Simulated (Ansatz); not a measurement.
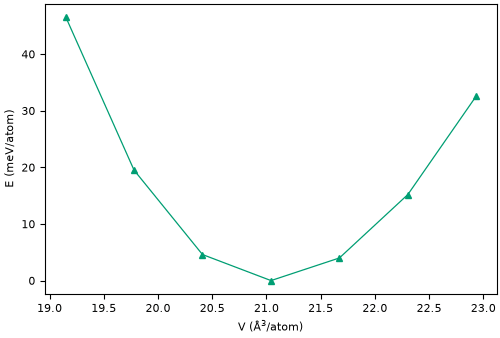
Fig. 1. BiB (zinc blende, space group No. 216) under volume change, the program Ansatz at the PBE level (PAW), scaled uniformly.

Task: What does a third-order Birch–Murnaghan fit give for V₀, B₀ and B′?

Result: V₀ = 21.05 Å³/atom, B₀ = 72.7 GPa, B′ = 4.7.

Space group F-43m (zinc blende). A made-up cell: these elements were put on the sites of a structure type; neither database checked (COD, Materials Project) lists it. Whether it is the stable phase at ambient conditions was not checked. The cell was relaxed with PBE under the symmetry of its start; whether a distortion lowers the energy is not shown. Spin–orbit coupling is left out wherever it is not named.

Potentials: the later of the program's two PAW sets.
